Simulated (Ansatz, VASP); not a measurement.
# SnO2: VASP beside Ansatz

One calculation is typed for both programs; each brings its own data sets. How far apart do they land? The cell is taken from a series of VASP runs on this material, whose earlier steps may have relaxed, scaled or displaced it; both programs get it as it stands. Other levels of theory on this material are compared in a session of their own. Valence electrons are named where the data sets of a main pair hold unlike numbers.

Calculated with Ansatz 0.2.0; plane waves, with VASP 6.6.1 beside it; band structure at LDA, spin-orbit coupling.

**1. The starting structure**

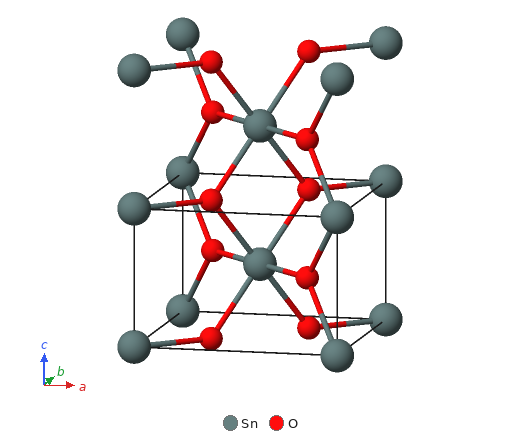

Start, viewed slightly off an axis; tin teal, oxygen red. 1×1×2 cells are drawn. Some periodic images of atoms are drawn too.

Structure file:

```
Sn O
1.0
     4.74560    0.00000    0.00000
     0.00000    4.74560    0.00000
     0.00000    0.00000    3.19300
Sn O
2 4
Direct
  0.50000 0.50000 0.50000
  0.00000 0.00000 0.00000
  0.80570 0.19430 0.50000
  0.69430 0.69430 0.00000
  0.19430 0.80570 0.50000
  0.30570 0.30570 0.00000
```

**2. VASP: band structure, LDA, spin-orbit coupling**

Levels along a path test the potential and the projectors away from the mesh points.

Lines of VASP's logs that name or quote its potential files are left out, and so is its time.

INCAR

```
SYSTEM = SnO2
PREC = Accurate
ENCUT = 460
EDIFF = 1E-06
NELM = 100
ISMEAR = 0
SIGMA = 0.03
LREAL = .FALSE.
ALGO = Normal
GGA = CA
LNONCOLLINEAR = .TRUE.
MAGMOM = 0 0 0 0 0 0 0 0 0 0 0 0 0 0 0 0 0 0
NBANDS = 64
GGA_COMPAT = .FALSE.
LASPH = .TRUE.
LSORBIT = .TRUE.
LORBIT = 11
LWAVE = .FALSE.
LCHARG = .FALSE.
KPAR = 4
```

POSCAR

```
SnO2
1.0
    4.7456000000      0.0000000000      0.0000000000
    0.0000000000      4.7456000000      0.0000000000
    0.0000000000      0.0000000000      3.1930000000
Sn O
2 4
Direct
    0.5000000000      0.5000000000      0.5000000000
    0.0000000000      0.0000000000      0.0000000000
    0.8057000000      0.1943000000      0.5000000000
    0.6943000000      0.6943000000      0.0000000000
    0.1943000000      0.8057000000      0.5000000000
    0.3057000000      0.3057000000      0.0000000000
```

KPOINTS

```
Automatic mesh
0
Gamma
4 4 6
0 0 0
```

KPOINTS_OPT

```
Line mode
8
Line-mode
Reciprocal
  0.00000000   0.00000000   0.00000000 GAMMA
  0.00000000   0.50000000   0.00000000 X

  0.00000000   0.50000000   0.00000000 X
  0.50000000   0.50000000   0.00000000 M

  0.50000000   0.50000000   0.00000000 M
  0.00000000   0.00000000   0.00000000 GAMMA

  0.00000000   0.00000000   0.00000000 GAMMA
  0.00000000   0.00000000   0.50000000 Z

  0.00000000   0.00000000   0.50000000 Z
  0.00000000   0.50000000   0.50000000 R

  0.00000000   0.50000000   0.50000000 R
  0.50000000   0.50000000   0.50000000 A

  0.50000000   0.50000000   0.50000000 A
  0.00000000   0.00000000   0.50000000 Z

  0.00000000   0.50000000   0.00000000 X
  0.00000000   0.50000000   0.50000000 R

  0.50000000   0.50000000   0.00000000 M
  0.50000000   0.50000000   0.50000000 A
```

PAW data sets: Sn_d and O (LDA family, release 64).

Launch:

```console
$ mpirun -np 4 vasp_ncl
```

Numbers of over 12 decimals in the logs are rounded to 6 here.

Log:

```text
[banner, memory and clock lines left out]
running    4 mpi-ranks, on    1 nodes
 distrk:  each k-point on    1 cores,    4 groups
 distr:  one band on    1 cores,    1 groups

 POSCAR found type information on POSCAR SnO
 POSCAR found :  2 types and       6 ions
 LDA part: xc-table for (Slater(with rela. corr.)+CA(PZ))
 , standard interpolation
 POSCAR, INCAR and KPOINTS ok, starting setup
 FFT: planning ... GRIDC
 FFT: planning ... GRID_SOFT
 FFT: planning ... GRID
 WAVECAR not read
 entering main loop
       N       E                     dE             d eps       ncg     rms          rms(c)
DAV:   1     0.752139528151E+03    0.75214E+03   -0.22381E+04  3616   0.239E+03
DAV:   2     0.107438086163E+03   -0.64470E+03   -0.61178E+03  3320   0.751E+02
DAV:   3    -0.363569762317E+02   -0.14380E+03   -0.14120E+03  3288   0.267E+02
DAV:   4    -0.481032291409E+02   -0.11746E+02   -0.11612E+02  3816   0.851E+01
DAV:   5    -0.484700086400E+02   -0.36678E+00   -0.36570E+00  3648   0.154E+01    0.156E+01
DAV:   6    -0.423895711743E+02    0.60804E+01   -0.20741E+01  4888   0.713E+01    0.602E+00
DAV:   7    -0.424618111325E+02   -0.72240E-01   -0.24164E+00  3464   0.945E+00    0.331E+00
DAV:   8    -0.423888863176E+02    0.72925E-01   -0.33978E-01  4488   0.570E+00    0.107E+00
DAV:   9    -0.423700383209E+02    0.18848E-01   -0.46129E-02  4568   0.329E+00    0.350E-01
DAV:  10    -0.423698531253E+02    0.18520E-03   -0.10938E-02  4712   0.104E+00    0.124E-01
DAV:  11    -0.423698105935E+02    0.42532E-04   -0.23474E-03  4352   0.553E-01    0.363E-02
DAV:  12    -0.423698001249E+02    0.10469E-04   -0.15354E-04  4416   0.187E-01    0.751E-03
DAV:  13    -0.423698028779E+02   -0.27530E-05   -0.25577E-05  4272   0.393E-02    0.767E-03
DAV:  14    -0.423698024267E+02    0.45121E-06   -0.15050E-06  2720   0.162E-02
   1 F= -.42369802E+02 E0= -.42369802E+02  d E =-.203883E-12  mag=    -0.0000    -0.0000    -0.0000
 Start KPOINTS_OPT (optional k-point list driver)
k-point batch [1-24\72]
       N       E                     dE             ncg
DAV:   1     0.118410748019E+05   -0.18530E+04     3576
DAV:   2    -0.339533933798E+04   -0.15236E+05     3200
DAV:   3    -0.690939422845E+04   -0.35141E+04     3464
DAV:   4    -0.719137318022E+04   -0.28198E+03     3656
DAV:   5    -0.719994145086E+04   -0.85683E+01     3608
DAV:   6    -0.720039901232E+04   -0.45756E+00     4608
DAV:   7    -0.720040557908E+04   -0.65668E-02     3840
DAV:   8    -0.720040577329E+04   -0.19421E-03     4648
DAV:   9    -0.720040577503E+04   -0.17407E-05     2648
DAV:  10    -0.720040577525E+04   -0.21412E-06     2200
[...]
k-point batch [49-72\72]
       N       E                     dE             ncg
DAV:   1     0.113664864371E+05   -0.24930E+05     3576
DAV:   2    -0.359102907164E+04   -0.14958E+05     3160
DAV:   3    -0.709542130925E+04   -0.35044E+04     3336
DAV:   4    -0.737509342962E+04   -0.27967E+03     3848
DAV:   5    -0.738348693325E+04   -0.83935E+01     3664
DAV:   6    -0.738392207804E+04   -0.43514E+00     4680
DAV:   7    -0.738392692082E+04   -0.48428E-02     3872
DAV:   8    -0.738392710188E+04   -0.18106E-03     4656
DAV:   9    -0.738392710348E+04   -0.15932E-05     2648
DAV:  10    -0.738392710370E+04   -0.22014E-06     2432
```

OUTCAR, selected parts (step 2):

```text
ion  position               nearest neighbor table
   1  0.500  0.500  0.500-   3 2.05   5 2.05   4 2.06   6 2.06   4 2.06   6 2.06   2 3.72   2 3.72
                             2 3.72   2 3.72   2 3.72   2 3.72   2 3.72   2 3.72
   2  0.000  0.000  0.000-   4 2.05   6 2.05   5 2.06   3 2.06   3 2.06   5 2.06   1 3.72   1 3.72
                             1 3.72   1 3.72   1 3.72   1 3.72   1 3.72   1 3.72
   3  0.806  0.194  0.500-   1 2.05   2 2.06   2 2.06
   4  0.694  0.694  0.000-   2 2.05   1 2.06   1 2.06
   5  0.194  0.806  0.500-   1 2.05   2 2.06   2 2.06
   6  0.306  0.306  0.000-   2 2.05   1 2.06   1 2.06

  LATTYP: Found a simple tetragonal cell.
 ALAT       =     4.7456000000
 C/A-ratio  =     0.6728337829

 Subroutine GETGRP returns: Found 16 space group operations
 (whereof  8 operations were pure point group operations)

The static configuration has the point symmetry D_2h.
 The point group associated with its full space group is D_4h.

 Found     24 irreducible k-points:

   k-points           NKPTS =     24   k-points in BZ     NKDIM =     24   number of bands    NBANDS=     64

   dimension x,y,z NGX =    36 NGY =   36 NGZ =   24
   dimension x,y,z NGXF=    72 NGYF=   72 NGZF=   48

   ENCUT  =  460.0 eV  33.81 Ry    5.81 a.u.   8.30  8.30  5.58*2*pi/ulx,y,z

   NELECT =      52.0000    total number of electrons

 k-points in reciprocal lattice and weights: Automatic mesh
   0.00000000  0.00000000  0.00000000       0.010
   0.25000000  0.00000000  0.00000000       0.042
   0.50000000  0.00000000  0.00000000       0.021
   0.25000000  0.25000000  0.00000000       0.042
   0.50000000  0.25000000  0.00000000       0.042
   0.50000000  0.50000000  0.00000000       0.010
   0.00000000  0.00000000  0.16666667       0.021
   0.25000000  0.00000000  0.16666667       0.083
   0.50000000  0.00000000  0.16666667       0.042
[...]
0.50000000  0.25000000  0.50000000       0.042
   0.50000000  0.50000000  0.50000000       0.010

 average (electrostatic) potential at core
       1 -99.2842       2 -99.2842       3 -69.0730       4 -69.0730       5 -69.0730
       6 -69.0730

 E-fermi :   5.9421

 k-point     1 :       0.0000    0.0000    0.0000
  band No.  band energies     occupation
    ...
     48       4.9864      1.00000
     49       5.0113      1.00000
     50       5.0113      1.00000
     51       5.8061      1.00000
     52       5.8061      1.00000
     53       6.8856      0.00000
     54       6.8856      0.00000
     55      11.7223      0.00000
     56      11.7223      0.00000
     57      11.7346      0.00000
    ...

 k-point     2 :       0.2500    0.0000    0.0000
  band No.  band energies     occupation
    ...
     48       4.5671      1.00000
     49       5.0422      1.00000
     50       5.0422      1.00000
     51       5.5094      1.00000
     52       5.5094      1.00000
     53       8.1900      0.00000
     54       8.1900      0.00000
     55      11.2661      0.00000
     56      11.2661      0.00000
     57      12.0881      0.00000
    ...

 k-point     3 :       0.5000    0.0000    0.0000
  band No.  band energies     occupation
    ...
     48       4.5697      1.00000
     49       5.1562      1.00000
     50       5.1562      1.00000
     51       5.1562      1.00000
     52       5.1562      1.00000
     53      10.0489      0.00000
     54      10.0489      0.00000
     55      10.0489      0.00000
     56      10.0489      0.00000
     57      12.5927      0.00000
    ...

  Total       -0.9961441     -0.9961441     -0.6800913      0.0000000      0.0000000      0.0000000
  in kB      -22.1948177    -22.1948177    -15.1529313      0.0000000      0.0000000      0.0000000
  external PRESSURE =     -19.8475222 kB  Pullay stress =       0.0000000 kB

  energy-cutoff  :      460.00
  volume of cell :       71.91
      direct lattice vectors                 reciprocal lattice vectors
     4.745600000  0.000000000  0.000000000     0.210721510  0.000000000  0.000000000
     0.000000000  4.745600000  0.000000000     0.000000000  0.210721510  0.000000000
     0.000000000  0.000000000  3.193000000     0.000000000  0.000000000  0.313185092

 POSITION                                       TOTAL-FORCE (eV/Angst)
 -----------------------------------------------------------------------------------
      2.37280      2.37280      1.59650         0.000000      0.000000     -0.000000
      0.00000      0.00000      0.00000         0.000000      0.000000     -0.000000
      3.82353      0.92207      1.59650         0.040904     -0.040904     -0.000000
      3.29487      3.29487      0.00000        -0.040904     -0.040904      0.000000
      0.92207      3.82353      1.59650        -0.040904      0.040904      0.000000
      1.45073      1.45073      0.00000         0.040904      0.040904     -0.000000
 -----------------------------------------------------------------------------------
    total drift:                                0.000000      0.000000      0.000000

  FREE ENERGIE OF THE ION-ELECTRON SYSTEM (eV)
  ---------------------------------------------------
  free  energy   TOTEN  =       -42.3698024267 eV

  energy  without entropy=      -42.3698024267  energy(sigma->0) =      -42.36980243

 Spin-Orbit-Coupling matrix elements
 Ion:    1  E_soc:     -0.0773889
 Ion:    2  E_soc:     -0.0773889
 Ion:    3  E_soc:     -0.0003627
 Ion:    4  E_soc:     -0.0003627
 Ion:    5  E_soc:     -0.0003627
 Ion:    6  E_soc:     -0.0003627

 total charge
# of ion       s       p       d       tot
------------------------------------------
    1        0.893   1.118  10.383  12.394
    2        0.893   1.118  10.383  12.394
    3        1.556   3.491   0.000   5.047
    4        1.556   3.491   0.000   5.047
    5        1.556   3.491   0.000   5.047
    6        1.556   3.491   0.000   5.047
--------------------------------------------------
tot          8.011  16.199  20.766  44.976

 magnetization (x)
# of ion       s       p       d       tot
------------------------------------------
    1        0.000   0.000   0.000   0.000
    2        0.000   0.000   0.000   0.000
    3        0.000   0.000   0.000   0.000
    4        0.000   0.000   0.000   0.000
    5        0.000   0.000   0.000   0.000
    6        0.000   0.000   0.000   0.000
--------------------------------------------------
tot          0.000   0.000   0.000   0.000

 magnetization (y)
# of ion       s       p       d       tot
------------------------------------------
    1        0.000   0.000   0.000   0.000
    2        0.000   0.000   0.000   0.000
    3        0.000   0.000   0.000   0.000
    4        0.000   0.000   0.000   0.000
    5        0.000   0.000   0.000   0.000
    6        0.000   0.000   0.000   0.000
--------------------------------------------------
tot          0.000   0.000   0.000   0.000

 magnetization (z)
# of ion       s       p       d       tot
------------------------------------------
    1       -0.000   0.000   0.000  -0.000
    2       -0.000   0.000   0.000  -0.000
    3        0.000   0.000   0.000   0.000
    4        0.000   0.000   0.000   0.000
    5        0.000   0.000   0.000   0.000
    6        0.000   0.000   0.000   0.000
--------------------------------------------------
tot         -0.000   0.000   0.000  -0.000

[... 3 further parts left out ...]
```

The run ends at a pressure of -1.98 GPa, with forces up to 0.058 eV/Å.

[end of part 1 of 2]

[Lines on the potential files, build, host, timing and source positions are cut from VASP's logs without a mark.]

[Logs are printed without paths, hosts, clocks, repeated set-up lines and the standing remarks that a program may print on its own settings, such as how far it seeks lower states.]

[Hosts, paths, dates, database ids (printed as entryN), source tags and the programs' standing remarks are cut or masked in the printed files.]
